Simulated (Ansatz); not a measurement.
## Run report: CH5AlN2O, single-point calculation

System: CH5AlN2O, SMILES NC(O)=[N][AlH2].
Method: RKS r2SCAN-D4/def2-TZVPP (Ansatz 0.2.0).

The geometry comes from this level: PBE0-D4/def2-TZVP. Figures and captions count atoms from 1; the log counts them from 0 in places.

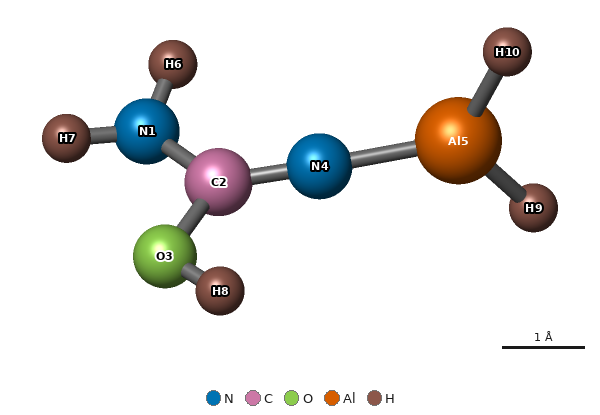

The input geometry (ball-and-stick view, seen at a tilt; atoms are numbered from 1 in the order of the input). Sticks mark near contacts.

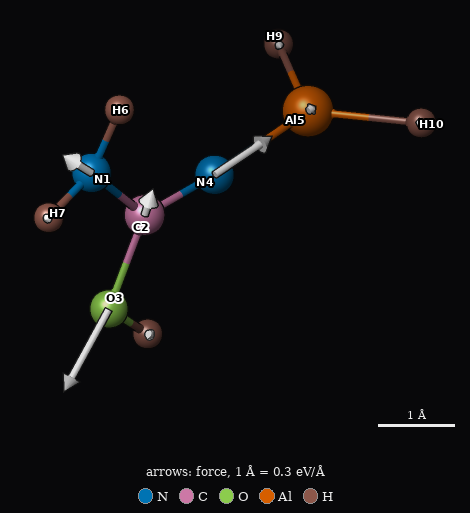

Forces on the atoms as white arrows (ball-and-stick view, seen at a tilt; atoms are numbered from 1 in the order of the input); the smallest are left out. The largest act on O3 (0.38 eV/Å); N4 (0.32 eV/Å); N1 (0.18 eV/Å); C2 (0.13 eV/Å). The geometry is not a stationary point of this energy.

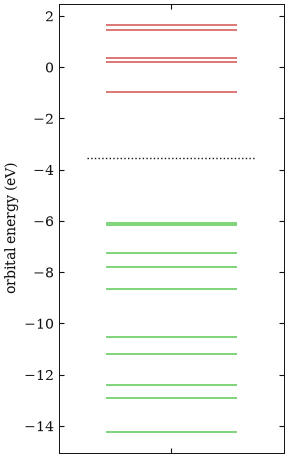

Orbital energies near the frontier; the dotted line parts filled from empty levels, and levels within 0.02 eV of each other stand side by side. Highest filled −6.10 eV, lowest empty −0.97 eV, 5.13 eV apart.

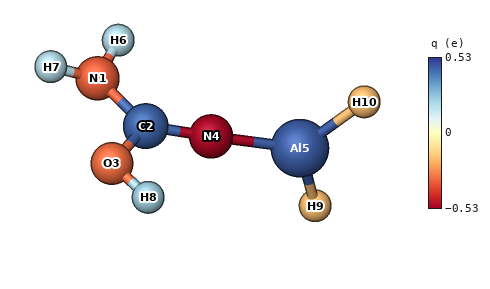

Mulliken charges, as the colour of each atom (ball-and-stick view, seen at a tilt; atoms are numbered from 1 in the order of the input). By element: N −0.51 to −0.33, C +0.44, O −0.31, Al +0.46 and H −0.17 to +0.22 e.

These pictures come from the run below.

## Input
```yaml
crystal:
  periodic: [false, false, false]
  atoms:
    - {symbol: N, position_ang: [-1.238044, 1.060310, 0.869957]}
    - {symbol: C, position_ang: [-0.773682, -0.008654, 0.170797]}
    - {symbol: O, position_ang: [-1.795284, -0.864829, -0.082079]}
    - {symbol: N, position_ang: [0.402663, -0.192082, -0.219176]}
    - {symbol: Al, position_ang: [2.045605, -0.327322, -0.748070]}
    - {symbol: H, position_ang: [-0.555613, 1.667117, 1.282840]}
    - {symbol: H, position_ang: [-2.141072, 0.994925, 1.304215]}
    - {symbol: H, position_ang: [-1.413586, -1.581603, -0.600048]}
    - {symbol: H, position_ang: [2.466023, 0.298710, -2.142489]}
    - {symbol: H, position_ang: [3.086191, -1.097771, 0.167053]}
basis:
  gaussian: {orbitals: def2-TZVPP}
hamiltonian: {xc: r2scan, dispersion: d4}
output: {forces: true, orbitals: {seedname: orbitals}}
```

Command:
```bash
ansatz run in.yaml --threads 4 --pin off --events-out ev --progress --plain --max-ram 10444MiB
```

## The program's output
```
Functional definition: r2SCAN
  name "r2SCAN"
  cite "Furness, Kaplan, Ning, Perdew & Sun, J. Phys. Chem. Lett. 11, 8208 (2020) doi:10.1021/acs.jpclett.0c02405"
  cite "Furness, Kaplan, Ning, Perdew & Sun, J. Phys. Chem. Lett. 11, 9248 (2020) doi:10.1021/acs.jpclett.0c03077"
  parent r2scan
  parameter k0 = 0.174
  parameter k1 = 0.065
  parameter a1 = 4.9479
  exchange = r2scan_x(k0 = k0, k1 = k1, a1 = a1)
  correlation = r2scan_c
1205 factors; their error is unknown
mean field evaluation 1: about -12728.5193 eV, gradient 8.6e1 eV
mean field evaluation 2: about -12687.0229 eV, gradient 1.4e2 eV
mean field evaluation 4: about -12741.5211 eV, gradient 1.6e1 eV
mean field evaluation 8: about -12742.0324 eV, gradient 2.8e-1 eV
mean field evaluation 16: about -12742.0234 eV, gradient 3.7e-4 eV
mean field -12742.02339158 eV, -468.2607227868 hartree, gradient 4.8e-5 eV, S^2 0.000000; 0 other end points of the search recorded, 0 dependent functions left out
the calculation of the forces begins
reference -12742.02340601 eV, -468.2607233172 hartree; 23, 23 occupied and 213, 213 virtual orbitals, 1205 factors
Total energy: -12742.06941871 eV, -468.2624142526 hartree
Atom 0 at    -1.238044     1.060310     0.869957 Å, force    -0.078095     0.148550     0.063158 eV/Å
Atom 1 at    -0.773682    -0.008654     0.170797 Å, force     0.076382     0.088437     0.060302 eV/Å
Atom 2 at    -1.795284    -0.864829    -0.082079 Å, force    -0.330725    -0.189300    -0.032718 eV/Å
Atom 3 at     0.402663    -0.192082    -0.219176 Å, force     0.306446    -0.026180    -0.095470 eV/Å
Atom 4 at     2.045605    -0.327322    -0.748070 Å, force     0.044086    -0.005183    -0.014353 eV/Å
Atom 5 at    -0.555613     1.667117     1.282840 Å, force     0.003597     0.003777     0.014012 eV/Å
Atom 6 at    -2.141072     0.994925     1.304215 Å, force    -0.020615     0.006094     0.022225 eV/Å
Atom 7 at    -1.413586    -1.581603    -0.600048 Å, force     0.020355    -0.027002    -0.022714 eV/Å
Atom 8 at     2.466023     0.298710    -2.142489 Å, force    -0.004843    -0.011980     0.023787 eV/Å
Atom 9 at     3.086191    -1.097771     0.167053 Å, force    -0.016589     0.012789    -0.018230 eV/Å
Dipole moment:    -0.396446     0.115879     0.303897 e Å
```

## Results in brief

| quantity | value |
| --- | --- |
| outcome | converged |
| total energy | −12742.0694 eV |
| mean-field energy | −12742.0234 eV |
| dispersion energy | −0.0460 eV |
| SCF solution under orbital rotations | stable |
| HOMO | −6.10 eV |
| LUMO | −0.97 eV |
| largest force (length of the vector) | 0.382 eV/Å |
| dipole moment | 2.46 D |
| hardware | 4 threads of Arm Neoverse V2, 23 GiB of memory available, shared host |
| wall time | 3.6 s (CPU time 13 s) |
| peak memory | 0.3 GiB |
